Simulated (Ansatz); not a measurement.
## Electronic structure of AlF2H···H3Si (doublet) in real space

```yaml
atoms:
  - { symbol: Al, position_ang: [-0.0004, 0.0004, -0.2770] }
  - { symbol: H, position_ang: [0.0002, 0.0003, 1.2956] }
  - { symbol: F, position_ang: [1.4674, -0.0001, -1.1271] }
  - { symbol: F, position_ang: [-1.4688, -0.0001, -1.1260] }
  - { symbol: Si, position_ang: [0.0017, -0.0004, 3.9561] }
  - { symbol: H, position_ang: [-0.7843, -1.2211, 4.3786] }
  - { symbol: H, position_ang: [1.4498, -0.0685, 4.3846] }
  - { symbol: H, position_ang: [-0.6656, 1.2895, 4.3776] }
```

The calculation used Ansatz, UKS PBE-D4/cc-pVDZ.

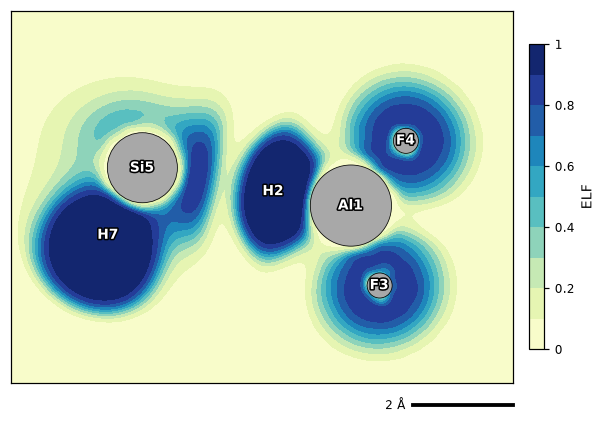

Figure 1. Electron localisation function on the plane of atoms F3, Al1 and F4. Grey discs cover the atomic cores.

Q: What do the fields say about this system?

A: The section cuts through Al, H, F and Si sites.
Si5···H2 (2.66 Å): the ELF climbs to about 1 towards the hydrogen, as it does in any bond to H.
Al–F (1.70 Å): the ELF peaks at about 0.85 in the valence shell of F, 0.6 Å from its nucleus, and is about 0.25 at the midpoint.
Si–H (1.51 Å): the ELF climbs to about 1 towards the hydrogen.
Al–H (1.57 Å): the ELF climbs to about 1 towards the hydrogen.
The ELF also peaks beside F3 and F4, away from the bonds: non-bonding electrons, paired or unpaired.

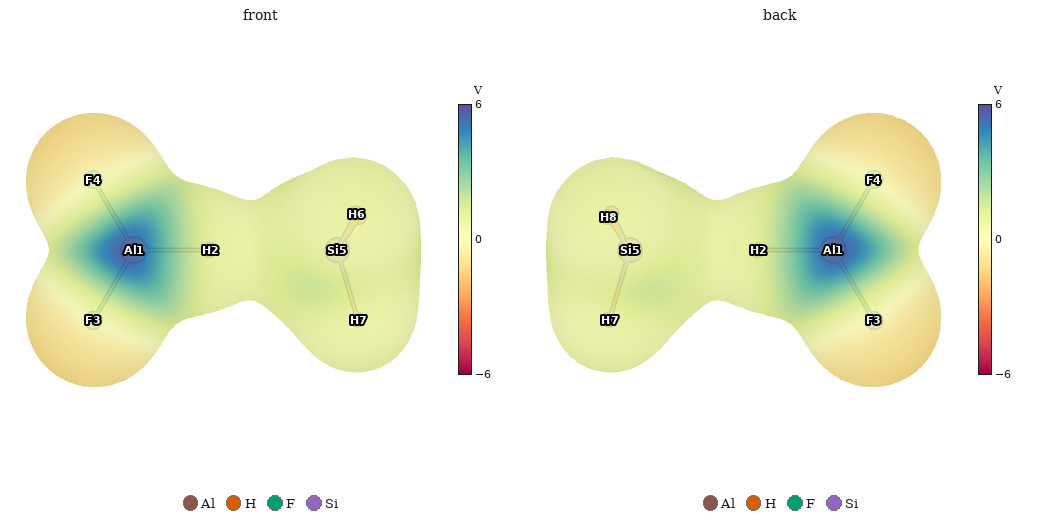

Figure 2. The electrostatic potential painted on the density surface at 0.004 e/bohr³, seen from the front and from behind; the colour scale runs from red (negative) to blue (positive).

Q: Where is the surface potential most negative and most positive?

A: The most negative region (about −1.2 V, or −28 kcal/mol for a unit charge) lies over F3 and F4, the most positive (about +5.3 V, or +122 kcal/mol for a unit charge) over Al1.

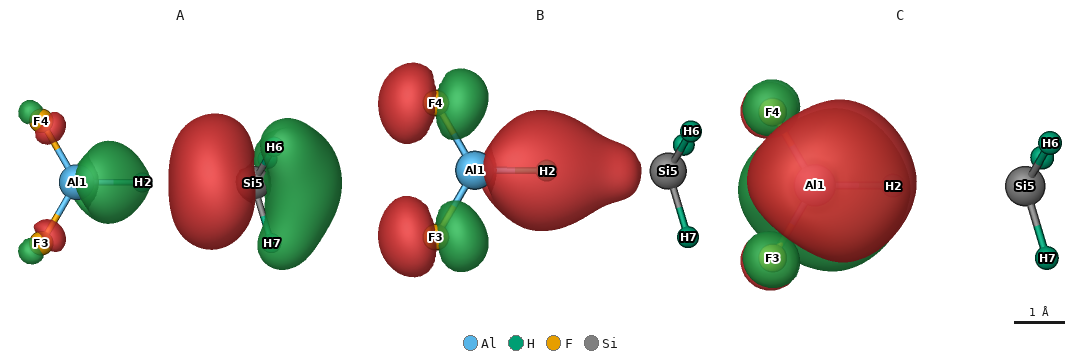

Figure 3. Three frontier orbitals at ±0.08 Å⁻³ᐟ² (green and red are the two phases), in no order.

Q: Order the three orbitals by energy and name them. All are α orbitals.

A: B is the HOMO−1 (α) (−8.71 eV). By Hirshfeld shares it lies mainly on H2 (about 30 %), F3 (about 20 %), F4 (about 20 %) and Al1 (about 20 %). A is the HOMO (α) (−5.07 eV). Its weight (Hirshfeld) is mainly on Si5 (about 70 %) and Al1 (about 10 %). C is the LUMO (α) (−1.86 eV). It lies mainly on Al1 (about 75 %), H2 (about 5 %), F3 (about 5 %) and F4 (about 5 %).

Q: What is the gap between the highest occupied and lowest empty α orbitals?

A: 3.21 eV between the orbital energies.
